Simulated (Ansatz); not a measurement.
# Transmission past a defect: Ni wire along [111], 6 atoms a period, divacancy of Ni and Ni, part 2 of 5

Wanted: the relaxed defect and the transmission past it, beside the channels of the perfect wire.

Ansatz 0.2.0; DFT PBE, plane waves, PAW; relaxation of a wire's period (the session's first sound run).

So far: The starting structure; The relaxed wire.

### 2. The relaxed wire (continued)

Step by step:

| step | energy less that of the first step (eV) | largest force component (eV/Å) | pressure (GPa) | volume (Å³) |
| --- | --- | --- | --- | --- |
| 1 | 0.0000 | 1.6357 | -2.22 | 547.87 |
| 2 | -0.8609 | 0.8924 | -1.27 | 531.46 |
| 3 | -0.9804 | 1.0692 | 1.13 | 504.74 |
| 4 | -1.1241 | 0.2107 | -0.08 | 503.03 |
| 5 | -1.2003 | 0.3562 | 0.08 | 513.44 |
| 6 | -1.4102 | 0.5184 | -0.30 | 501.53 |
| 7 | -1.6781 | 0.7003 | -0.52 | 496.94 |
| 8 | -1.9873 | 0.7631 | -0.64 | 486.21 |
| 9 | -2.1732 | 0.3414 | -0.02 | 474.89 |
| 10 | -2.2092 | 0.1042 | -0.01 | 469.99 |
| 11 | -2.2109 | 0.0127 | 0.03 | 469.68 |
| 12 | -2.2111 | 0.0108 | 0.02 | 468.20 |
| 13 | -2.2111 | 0.0020 | 0.02 | 468.54 |
| 14* | -2.2037 | 0.0017 | 0.03 | 468.54 |

Relaxation steps marked * repeat the geometry before them on a plane-wave basis chosen anew for their cell, so energy and pressure can jump there.

The run keeps the 2 symmetry operations that it works with, so distortions that break them were not tested.

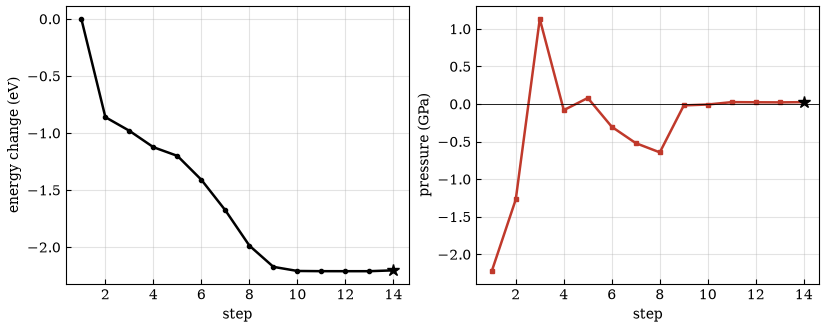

Energy and pressure along the relaxation. Stars mark steps on a basis chosen anew.

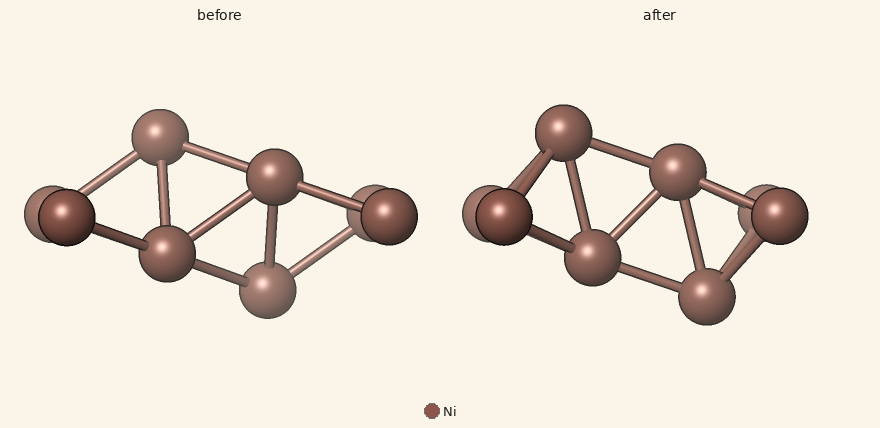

The structure before and after the relaxation, drawn at the same scale.

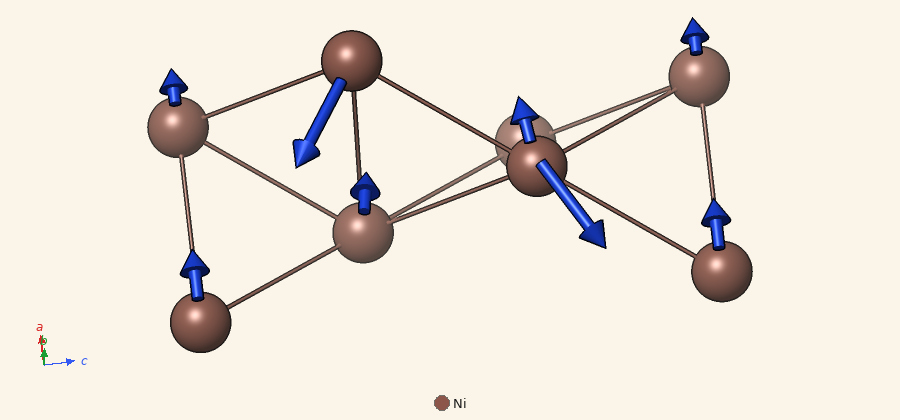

Displacements in the relaxation, exaggerated, measured against the changing cell; the longest in the cell stands for 0.97 Å. Some periodic images of atoms are drawn too.

| cell as run | before | after | change |
| --- | --- | --- | --- |
| c (Å) | 6.097 | 5.214 | -14.5 % |

The atoms that moved most (Å, along periodic axes as changes of fractional coordinates times the final cell, across vacuum about the mean position):

| atom | dx | dy | dz | length |
| --- | --- | --- | --- | --- |
| Ni5 | -0.830 | -0.106 | 0.487 | 0.968 |
| Ni3 | -0.830 | 0.106 | -0.487 | 0.968 |
| Ni1 | 0.483 | 0.000 | 0.000 | 0.483 |
| Ni2 | 0.415 | -0.084 | 0.063 | 0.428 |
| Ni4 | 0.415 | 0.084 | -0.063 | 0.428 |
| Ni6 | 0.347 | 0.000 | 0.000 | 0.347 |

Final coordinates:

```xyz
6
Lattice="9.2890 0.0000 0.0000 0.0000 9.6740 0.0000 0.0000 0.0000 5.2140" Properties=species:S:1:pos:R:3
Ni    3.8828    4.8370    0.0000
Ni    5.0593    4.0349    1.8008
Ni    5.0594    6.3802    1.2513
Ni    5.0593    5.6391    3.4132
Ni    5.0594    3.2938    3.9627
Ni    6.2360    4.8370    0.0000
```

This step gave:

| Item | Value |
| --- | --- |
| energy at zero smearing | -35027.6541 eV |
| total moment | 5.019 μB |
| absolute moment | 5.497 μB |
| cell length along the wire | 5.214 Å |

Site moment by atom:

| atom | site moment (μB) |
| --- | --- |
| Ni1 | 0.816 |
| Ni2 | 0.813 |
| Ni3 | 0.831 |
| Ni4 | 0.813 |
| Ni5 | 0.831 |
| Ni6 | 0.816 |

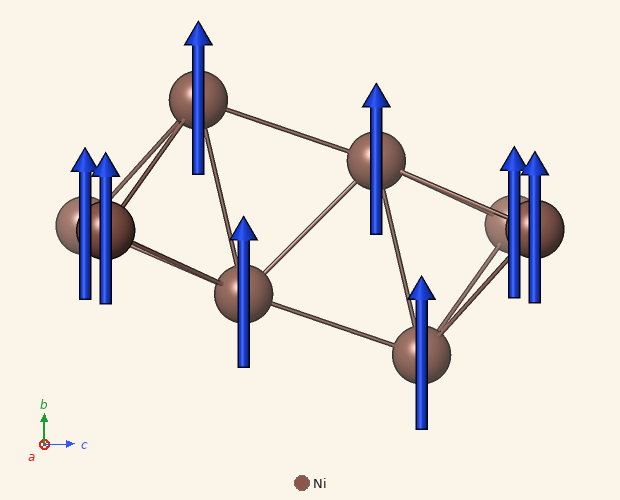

Site moment as arrows, the longest 0.831 μB. Up and down stand for the sign. Arrows give size and sign along the axis of quantisation, drawn up and down the page. Some periodic images of atoms are drawn too.

The cell's length comes to 5.214 Å with an absolute moment of 5.50 μB a cell. That is -14 % against the start, more than a small adjustment. 2 contacts a cell pass between under 1.1 and over 1.27 times the sum of covalent radii, so the wire has rearranged from the shape that names it.

### 3. The wire at its relaxed period

This step: DFT PBE, plane waves, PAW; channels and complex bands of a perfect wire (Ansatz 0.2.0).

At the relaxed period the Bloch states of the perfect wire are found at each energy: those that move forward count the open channels, and those that decay describe how a disturbance dies away inside the wire itself. An energy step of 0.035 eV is under the 0.039 eV that the program asks for its thermal average at 300 K.

File input.yaml:

```yaml
crystal:
  lattice:
    - [9.289, 0.0, 0.0]
    - [0.0, 9.674, 0.0]
    - [0.0, 0.0, 5.2139884564]
  atoms:
    - { symbol: Ni, position: [0.417995129, 0.500003513, 0.0], spin: 0.82 }
    - { symbol: Ni, position: [0.544657257, 0.417091502, 0.345381417], spin: 0.81 }
    - { symbol: Ni, position: [0.544660641, 0.659522877, 0.239985302], spin: 0.83 }
    - { symbol: Ni, position: [0.544657257, 0.582915524, 0.654618583], spin: 0.81 }
    - { symbol: Ni, position: [0.544660641, 0.340484149, 0.760014698], spin: 0.83 }
    - { symbol: Ni, position: [0.671327249, 0.500003513, 0.0], spin: 0.82 }
magnetization:
  spin_polarized: true
kpoints:
  mp_grid: { grid: [1, 1, 16] }
scf:
  occupations: { method: fermi_dirac, width: 0.05 }
hamiltonian:
  xc: pbe
output:
  transmission:
    e_range: [-1.26, 1.26]
    de: 0.035
    kmesh: [1, 1]
    reduced_basis: true
    leads: [[0, 0]]
basis:
  ecutwfc: "350 eV"
```

Launch:

```
$ ansatz run input.yaml --threads 4 --pin off --max-ram 16384MiB --backend cpu --events-out ev --progress --plain --runs-dir out
```

Numbers of over 12 decimals in the logs are rounded to 6 here.

Log:

```text
Warning: the atoms were moved onto the symmetric positions of the space group found under crystal.symmetry.tolerance 1.0e-5 (fractional; no operation is sought that the atoms, as they stand in a round, miss by more than twice it, and no atom is moved by as much as it), and the run uses the moved positions. Before a round's move an operation carried an atom to 4.53e-5 Å from where it should land, the largest such dist [...]
Warning: basis.ecutwfc = 350 eV is below the records' recommended 420 eV, and the density's cutoff is lower with it unless basis.ecutrho_ratio is high enough to keep the records' density cutoff: compare with a run at a higher cutoff
[...]
Crystal: 6 atoms, lattice volume = 468.538 Å³
Basis set: ecut = 350 eV, 6943 PW (Γ)
Bands: 68, of which v1, the nominal top of the filled ones, is band 54 counted from 1 (53 counted from 0)
Symmetry: 4 space group operations
[...]
k-points: 9 of 16
[...]
Starting moments: Σ|m| = 4.92 μB on 6 of 6 sites
[...]
SCF iter   1: F=—  HF=-35020.160285 eV  |F-HF|=—  |Δ(HF+E_count)|=         —  Δρ=2.60e-2 (↑2.60e-2 ↓1.88e-2)  dr2=1.45e1  dr2_m=4.33e-1  M=5.176 μB ∫|m|=5.441 μB  β_m=0.30  ethr=3.10e-3  ⟨swp⟩=7.6  Hψ=5895  notcnv=0  defer=13
[...]
SCF iter  14: F=-35027.613539 eV  HF=-35027.613540 eV  |F-HF|=4.18e-8  |Δ(HF+E_count)|=  2.62e-10  Δρ=3.41e-6 (↑5.85e-7 ↓3.41e-6)  dr2=4.78e-8  dr2_m=1.10e-8  M=4.971 μB ∫|m|=5.475 μB  ethr=6.49e-11  ⟨swp⟩=10.7  Hψ=4672  notcnv=0
SCF 1 converged in 14 iterations: F = -35027.613539 eV  dr2 = 4.78e-8
[...]
transmission: 12 of 72 steps passed
transmission: 18 of 72 steps passed
[...]
transmission: 72 of 72 steps passed
SCF converged after 14 iterations
Magnetization: 4.9711 μB (56.4856 up, 51.5144 down)
Absolute magnetization: 5.4784 μB (∫|ρ↑−ρ↓|, with the PAW one-centre terms)
[...]
Per-site moments (μB) at R_I (Å): [(0.809858, 0.947015), (0.807165, 0.938209), (0.825947, 0.942724), (0.807165, 0.938209), (0.825947, 0.942724), (0.809858, 0.947015)]
Free energy (F): -35027.613539 eV
[...]
Internal energy: -35027.517378 eV  (E = F + TS)
E sigma→0 (E₀):  -35027.565459 eV
Entropy (-TS):   -0.096161 eV (-16.027 meV/atom)
Fermi energy:    -1.046203 eV
[...]
--- Band table (eV; the first three rows and the last of 18) ---
  k-point 0 ↑: bands = [... 50 lower, -2.0228, -1.9794, -1.9288, -1.8045, -1.7316, -1.5024, -1.1350, 0.2254, ... 10 higher]
  k-point 1 ↑: bands = [... 50 lower, -2.0201, -1.9736, -1.9228, -1.8084, -1.7117, -1.5138, -1.1095, -0.0512, ... 10 higher]
  k-point 2 ↑: bands = [... 50 lower, -2.0089, -1.9525, -1.9056, -1.8203, -1.6572, -1.5474, -1.0327, -0.5118, ... 10 higher]
  k-point 8 ↓: bands = [... 50 lower, -1.1860, -0.9534, -0.8850, -0.8636, -0.8266, -0.6846, -0.1742, 0.0479, ... 10 higher]
--- Transmission ---
  basis      : 657 plane waves across, 6 finite elements along
  points     : 1, standing for a mesh of 1 x 1
  filling    : by the input's occupations and mesh, since the crystals that have channels conduct as metals do. If one of these is a semiconductor, that mesh has misplaced its level
  energies   : 73 from -1.260000 to 1.260000 eV about the Fermi level, 0.035000 eV apart; the leads are filled to 0.000000 eV, and channels, transmission and decay are at 0.000000 eV
  crystal 0  : Ni6, at the sites [0, 0], period 5.2140 Å: whole cells are its period
    offset         : up to 0.0000 Å between an atom of the period and one for which it stands
    filled         : 5.3 meV under the level at which it is neutral
    channels       : 3.000000e0 up, 2.000000e0 down
    conductance    : 2.0406e14 S/m² at 300 K; may be off by some 0.1 % by where its bands' edges are placed, 1.1 % from the distance to neutral
```

It took 3.1 min on 4 threads of Arm Neoverse V2, shared host; peak memory 1.3 GiB.

Numbers from this step:

| Property | Result |
| --- | --- |
| energy at zero smearing | -35027.5655 eV |
| total moment | 4.971 μB |
| absolute moment | 5.478 μB |
| channels at the energy nearest the Fermi level, spin up | 3 |
| channels at the energy nearest the Fermi level, spin down | 2 |
| conductance of the lead as this run defines it | 2.367 G₀ |
| band gap on the path through both edges | 0 eV |

The open channels of the lead by energy, zero at the Fermi level:

| energy (eV) | spin up | spin down |
| --- | --- | --- |
| -1.190 | 1 | 4 |
| -1.015 | 3 | 1 |
| -0.805 | 2 | 1 |
| -0.595 | 3 | 5 |
| -0.385 | 0 | 2 |
| -0.210 | 0 | 1 |
| 0.000 | 3 | 2 |
| 0.210 | 3 | 3 |
| 0.385 | 3 | 1 |
| 0.595 | 2 | 3 |
| 0.805 | 3 | 3 |
| 1.015 | 3 | 2 |
| 1.190 | 2 | 3 |

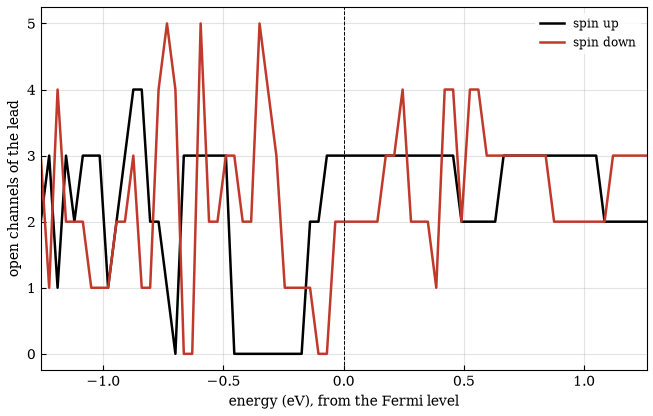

Open channels of the lead, plotted against energy.

Spin up; the slowest values at each energy, most degenerate partners merged, listed up to 1.5 1/Å. Im kz of the slowest decaying states against energy, zero at the Fermi level:

| energy (eV) | decay 1 (Å⁻¹) | decay 2 (Å⁻¹) | decay 3 (Å⁻¹) | decay 4 (Å⁻¹) |
| --- | --- | --- | --- | --- |
| -1.015 | 0.0729 | 0.114 | 0.163 | 0.278 |
| -0.490 | 0.286 | 0.387 | 0.443 | 0.628 |
| 0.000 | 0.393 | 0.594 | 0.750 | 0.771 |
| 0.490 | 0.00837 | 0.496 | 0.629 | 0.755 |
| 1.015 | 0.416 | 0.521 | 0.728 | 0.875 |

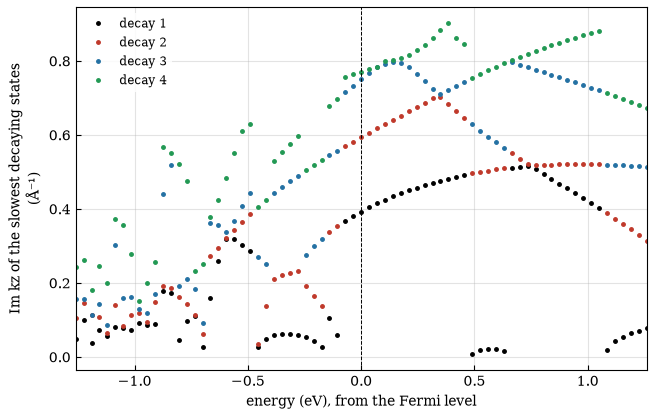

Im kz of the slowest decaying states against energy.

Spin down; the slowest values at each energy, most degenerate partners merged, listed up to 1.5 1/Å. Im kz of the slowest decaying states against energy, zero at the Fermi level:

| energy (eV) | decay 1 (Å⁻¹) | decay 2 (Å⁻¹) | decay 3 (Å⁻¹) | decay 4 (Å⁻¹) |
| --- | --- | --- | --- | --- |
| -1.015 | 0.104 | 0.135 | 0.161 | 0.377 |
| -0.490 | 0.121 | 0.124 | 0.222 | 0.313 |
| 0.000 | 0.160 | 0.261 | 0.277 | 0.533 |
| 0.490 | 0.0141 | 0.384 | 0.457 | 0.602 |
| 1.015 | 0.0284 | 0.338 | 0.598 | 0.661 |

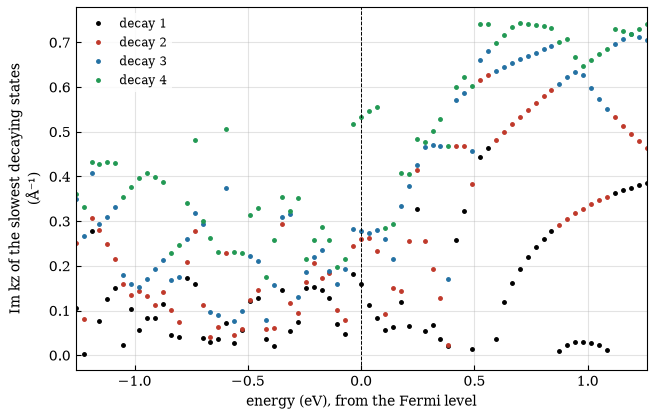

Im kz of the slowest decaying states against energy.

By hand: the program gives 2.0406 × 10^14 S/m² over the cell's cross-section of 89.86 Å² = 8.986 × 10^-19 m², so one cell conducts 1.834 × 10^-4 S. Divided by G0 = 2e²/h = 7.748 × 10^-5 S this is 2.37 G0, a resistance of 5.45 kΩ.

At the computed energy nearest the Fermi level there are 3 spin-up and 2 spin-down channels, and the thermal average gives 2.37 G₀.

(Continued in part 3 of 5.)

[Logs are printed without paths, hosts, clocks, repeated set-up lines and the standing remarks that a program may print on its own settings, such as how far it seeks lower states.]

[Hosts, paths, dates, database ids (printed as entryN), source tags and the programs' standing remarks are cut or masked in the printed files.]
